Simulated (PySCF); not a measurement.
C₂H₄S, SMILES `C1SC1`.

Computed with PySCF, PBE0/6-311+G**, geometry: GFN2-xTB. No frequency check shows the geometry to be a minimum. The basis has diffuse s and p functions alone, which still leaves polarisabilities too small, most of all across bonds. GFN2-xTB bond lengths at metals and heavier atoms can be off by up to 0.1 Å and shapes distorted, which carries into these values.

Cartesian coordinates (Å):

```
C1       0.7866   -0.7401    0.0000
S2      -0.8535   -0.0000   -0.0000
C3       0.7866    0.7400    0.0000
H4       1.0542   -1.2598    0.9098
H5       1.0545   -1.2596   -0.9098
H6       1.0540    1.2600    0.9098
H7       1.0543    1.2598   -0.9098
```

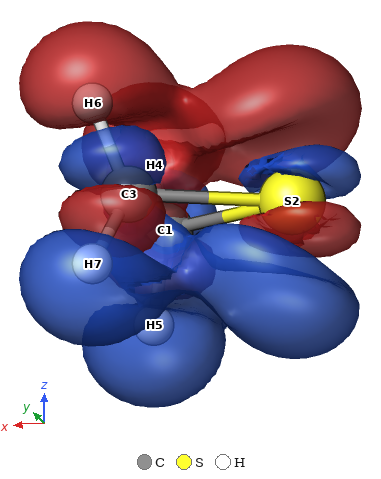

Change of the electron density in a uniform field of 0.26 V/Å, surfaces at ±0.0015 e/Å³ (blue: gain, red: loss).

The field was applied in both directions; the picture shows the one opposite to the script's first.

Along which Cartesian direction does the field point?

Along +z: electrons gather on the −z side, against the field.

What dipole is induced, and what polarisability does it imply?

The induced dipole is 0.43 D (along the field); α along this axis, from the fields in both directions, is 34 bohr³ (5.0 Å³).
